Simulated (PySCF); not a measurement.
# CH₂F₂N₂, SMILES `N#N.FCF`: electronic structure

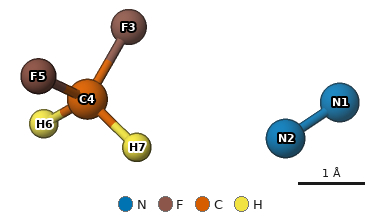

The molecule, with its atoms numbered as below. The pair's geometry is semi-empirical, so its contact may be too short or too long.

Cartesian coordinates (Å):

```
N1      -2.9352    0.1455   -0.1417
N2      -2.0737   -0.5123    0.0332
F3       0.5663    0.9097    0.0356
C4       1.1660   -0.2593    0.3271
F5       2.3424   -0.2984   -0.3221
H6       1.3557   -0.2981    1.4085
H7       0.5320   -1.0805   -0.0330
```

Part 1: Bonding charge

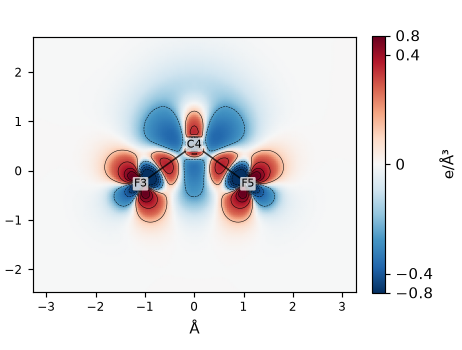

Deformation density (molecule less spherical, spin-averaged free atoms) in the plane of F3, C4 and F5; colour scale in e/Å³, logarithmic beyond ±0.1; red: gain, blue: loss.

Level of theory: CAM-B3LYP/def2-SVPD (PySCF), at a geometry from GFN2-xTB.

Question: Describe the bonding that the map shows.

Answer: C4–F5: +0.04 e/Å³ at the bond critical point (bond length 1.34 Å); up to 0.6 Å beside the axis the gain reaches +0.28 e/Å³. F3–C4: +0.03 e/Å³ at the bond critical point (bond length 1.35 Å); up to 0.6 Å beside the axis the gain reaches +0.28 e/Å³. In all, 1.6 electrons gather in the regions of gain relative to the promolecule. A small or negative value marks a very polar bond, one between electron-rich atoms, whose free-atom densities already overlap strongly, a long bond to a heavier atom, or a closed-shell contact such as a hydrogen bond.

Question: Where do the Hirshfeld charges lie?

Answer: The highest Hirshfeld charge is on C4 (+0.12 e), the lowest on F3 (−0.13 e).

```tsv
atom	charge (e)
N1	+0.01
N2	+0.02
F3	−0.13
C4	+0.12
F5	−0.12
H6	+0.06
H7	+0.04
```

Part 2: Bond critical points

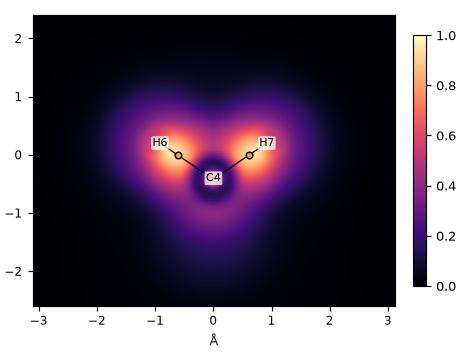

Localised orbital locator (LOL) in the plane of C4, H6 and H7, with bond paths and bond critical points (dots).

Question: What values does LOL take at the bond critical points in this plane?

Answer: C4–H7: about 0.94; C4–H6: about 0.93. Values above 0.5 mark slow, localised electrons, as in shared pairs; low values at a critical point mark a polar or closed-shell contact whose critical point lies between the shells.

Question: Where along C4–H7 does the critical point lie?

Answer: 0.72 Å from C4 and 0.37 Å from H7.

Part 3: Local ionisation energy

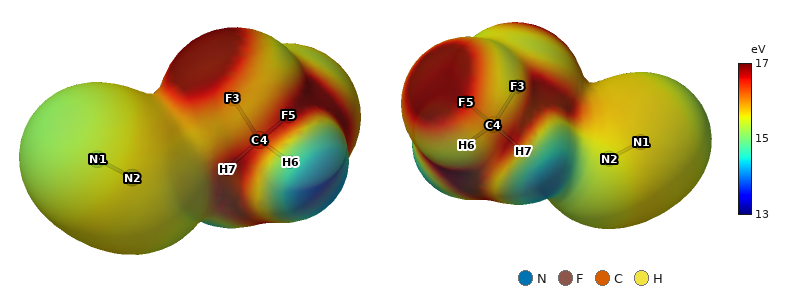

Average local ionisation energy on the surface of electron density 0.001 a.u. (back view left, front view right).

Question: Where are the most loosely bound electrons on this surface?

Answer: The lowest value is 13.9 eV, 1.3 Å from H6. Further minima include 14.1 eV, 1.3 Å from H7; 15.1 eV, 1.9 Å from N1; 15.4 eV, 1.7 Å from F5. For comparison, the highest occupied orbital lies at −11.5 eV.

Part 4: Binding density

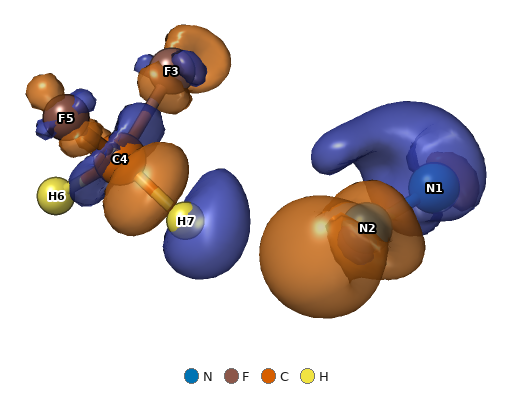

Density of the complex less the densities of the two fragments at the same geometry, ±0.0015 e/Å³ (orange: gain, blue: loss). Fragment A: N2 (atoms 1–2); fragment B: H2CF2.

Computed with PySCF, CAM-B3LYP/def2-SVPD, geometry: GFN2-xTB.

Question: Which way does charge flow?

Answer: Hirshfeld charges show almost no net transfer (under 0.005 e). By Hirshfeld charges, electrons gather most on N2 (−0.007 e) and leave N1 most (+0.008 e); 0.02 e is displaced in all, which induces a dipole of 0.10 D.

Question: What is the interaction energy, and which contacts carry it?

Answer: The counterpoise-corrected interaction energy of the frozen fragments is −0.2 kcal/mol without dispersion correction and −0.8 kcal/mol with D3(BJ). The pair geometry is semi-empirical, not a minimum at this level. Contacts: N2···H7, weak C–H hydrogen bond, 2.67 Å, ρ = 0.007 a.u.; N2···F3, 3.00 Å, ρ = 0.007 a.u. The pose is a local one from a semi-empirical search, not shown to be the most stable.
